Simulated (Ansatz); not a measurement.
# Glassy 69GeO2-31ZnO (mol %) (78 atoms) under strain: runs compared

Aim: relax glassy 69GeO2-31ZnO (mol %) (78 atoms), then change its volume and shape to read moduli from the stress.

Computed with Ansatz 0.2.0: Kohn-Sham DFT, PBE, PAW (set soft_1), plane waves.

## Step 1: The cell as built

The cell holds 78 atoms: 20 Ge, 9 Zn and 49 O. Cell: a = 10.468 Å, b = 10.468 Å, c = 10.468 Å, α = 90.0°, β = 90.0°, γ = 90.0°. 78 atoms (20 Ge, 9 Zn, 49 O) placed at random at 3.98 g/cm³, melted at 4000 K for 10 ps at fixed volume with the Morse and Coulomb pair potential with partial charges (Pedone, Malavasi, Menziani, Cormack and Segre, J. Phys. Chem. B 110, 11780 (2006)). Quenched from 4000 K to 300 K at 20 K/ps and fixed volume, held 10 ps at zero pressure.

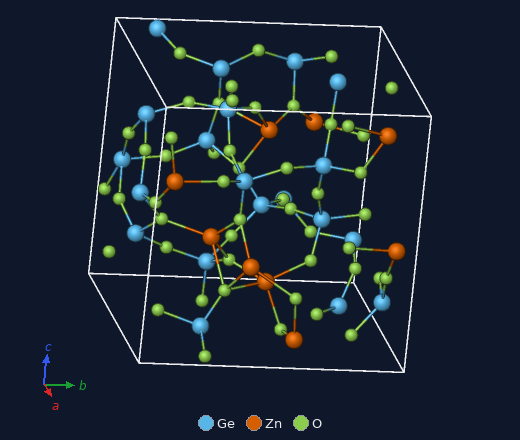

The cell as built. Bonds to atoms that aren't drawn are left out. Some periodic images of atoms are drawn too.

What the set-up can't give: The quench rate of 20 K/ps far exceeds what a furnace or splat quench reaches, so expect more defects and frozen-in strain than in a real sample. The starting topology of bonds comes from the classical model, and needn't be the one that DFT or experiment would give. Only the Γ point is sampled.

## Step 2: The reference run

The reference is a single point at the end of the relaxation.

Every strained cell starts from the geometry of this run, and its atoms are relaxed with the cell held.

Its input, with most atom lines left out:

```yaml
crystal:
  lattice:
    - [10.2064, 0.41065, -0.08023]
    - [0.41065, 10.277, -0.14991]
    - [-0.08023, -0.14991, 10.58776]
  atoms:
    - { symbol: Ge, position: [0.41477, 0.07673, 0.32357] }
    - { symbol: Ge, position: [0.76665, 0.36705, 0.6358] }
    - { symbol: Ge, position: [0.52092, 0.33484, 0.8277] }
    - { symbol: Ge, position: [0.62028, 0.01068, 0.53155] }
    - { symbol: Ge, position: [0.18579, 0.03246, 0.51908] }
    - { symbol: Ge, position: [0.10314, 0.96484, 0.19635] }
    - { symbol: Ge, position: [0.67467, 0.01594, 0.14829] }
    [... atom lines 8 to 78 left out ...]
kpoints:
  mp_grid: { grid: [1, 1, 1] }
hamiltonian:
  xc: pbe
  pseudopotentials: { kind: paw, azcp: { folder: soft_1 } }
scf:
  occupations: { method: fixed }
output:
  forces: true
  stress: true
  populations: true
  dos:
    method: { smearing: { sigma: 0.15 } }
    de: 0.1
    projected: { site_lists: { Ge: [Ge], O: [O], Zn: [Zn] } }
  eigenvalues: true
  write_density: true
  write_potential: true
  volumetric_format: npy
```

- free energy per atom: -1840.6367 eV/atom
- r.m.s. force component: 0.00346 eV/Å
- pressure: -0.002034 GPa

Filled and empty levels are parted by 1.95 eV (at Γ alone); a semilocal functional tends to put such gaps too low. In a disordered cell it changes from sample to sample, and tail or defect levels can set it.

## Step 3: The runs

Each row is one run, on 4 threads of Arm Neoverse V1, shared host. The free energy is the program's total, comparable only between runs with the same functional, potentials and atoms.

| run | atoms | outcome | ionic steps, all passes | free energy (eV) | time | host memory (GiB) |
| --- | --- | --- | --- | --- | --- | --- |
| Single point at the start | 78 | converged | - | -143559.969 | 18 s | 1.5 |
| Cell and atoms relaxed | 78 | converged | 24 | -143569.661 | 5.4 min | 1.5 |
| Single point at the relaxed geometry | 78 | converged | - | -143569.661 | 26 s | 1.6 |
| Volume -3 % | 78 | converged | 9 | -143569.499 | 2.5 min | 1.5 |
| Volume +3 % | 78 | converged | 8 | -143569.512 | 2.4 min | 1.6 |
| Volume -6 % | 78 | converged | 9 | -143569.004 | 2.4 min | 1.5 |
| Volume +6 % | 78 | converged | 7 | -143569.075 | 2.2 min | 1.6 |
| Volume -10 % | 78 | converged | 11 | -143567.840 | 2.8 min | 1.5 |
| Stretched by 1 % along x | 78 | converged | 3 | -143569.625 | 53 s | 1.6 |
| Compressed by 1 % along x | 78 | converged | 5 | -143569.627 | 88 s | 1.6 |
| Sheared by 2 % in xy | 78 | converged | 5 | -143569.635 | 86 s | 1.6 |

In some runs the program notes that the SCF threshold is loose for the stress.

## Step 4: Pressure against volume

Atoms are relaxed at each volume, in the scaled cell.

| volume change (%) | volume (Å³/atom) | energy change (meV/atom) | pressure (GPa) | largest move on relaxing (Å) | bonds | gap (eV) |
| --- | --- | --- | --- | --- | --- | --- |
| -10 | 12.790 | 23.35 | 5.67 | 0.92 | 124 | 1.92 |
| -6 | 13.359 | 8.42 | 3.16 | 0.43 | 121 | 1.99 |
| -3 | 13.785 | 2.07 | 1.60 | 0.20 | 118 | 2.00 |
| +0 | 14.211 | 0.00 | 0.00 | - | 118 | 1.95 |
| +3 | 14.638 | 1.91 | -1.48 | 0.15 | 118 | 1.89 |
| +6 | 15.064 | 7.52 | -2.73 | 0.34 | 117 | 1.83 |

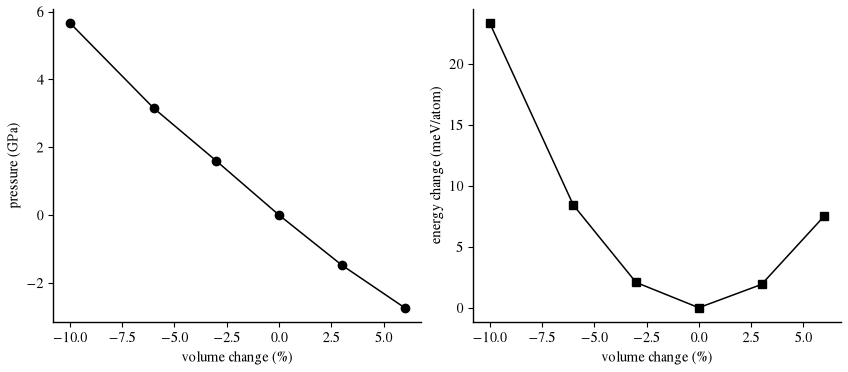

Pressure and energy against volume.

## Step 5: Uniaxial strain and shear

Stress (GPa, compression positive) less that of the relaxed cell, atoms relaxed:

| strain | xx | yy | zz | xy | energy change (meV/atom) |
| --- | --- | --- | --- | --- | --- |
| stretched by 1 % along x | -1.153 | -0.314 | -0.462 | -0.021 | 0.46 |
| compressed by 1 % along x | 1.043 | 0.218 | 0.405 | 0.008 | 0.44 |
| sheared by 2 % in xy | -0.027 | -0.169 | -0.084 | -0.457 | 0.34 |

## Step 6: Findings

The bulk modulus, from the slope of pressure against ln V over the three points nearest the relaxed volume, is 51.2 GPa; between neighbouring points the slope runs 58, 50, 52, 50 and 44 GPa from the smallest volume up, without a steady fall, so no pressure derivative is given. The count of bonds runs from 117 to 124 over the series, so at some points contacts cross the cutoffs. At -10 % some atom moved by over 0.5 Å on relaxing, so that point may sit in another local minimum. The gap goes from 1.92 eV at the smallest volume to 1.83 eV at the largest, not monotonically (lowest 1.83, highest 2.00 eV), on the run's k-points. In the Cartesian axes of the cell, finite differences give C11 = 110, C12 = 26.6, C13 = 43.4 and C66 = 22.8 GPa (the shear of 2 % is the engineering strain, εxy = 0.01). The mean of C11, C12 and C13, which equals the bulk modulus in a cubic or isotropic solid, is 59.9 GPa: it lies 17 % over the bulk modulus from the volumes. For an isotropic solid C66 would equal (C11 − C12)/2 = 41.6 GPa; so small a sample needn't be isotropic, and C66 rests on one shear. The two differ too much for isotropic moduli to be formed.

**Limits.** Strains are finite and relaxations stop at the force tolerance of the input, which can leave moduli too stiff; they are those of a static cell at zero temperature. Volumes are changed with the cell's shape held, so in an anisotropic solid the modulus lies over the one under free hydrostatic load. The program notes that the SCF threshold of the relaxations is loose for the stress.

The DFT runs together took 22 min of wall time.

[Logs are printed without paths, hosts, clocks, repeated set-up lines and the standing remarks that a program may print on its own settings, such as how far it seeks lower states.]

[Hosts, paths, dates, database ids (printed as entryN), source tags and the programs' standing remarks are cut or masked in the printed files.]
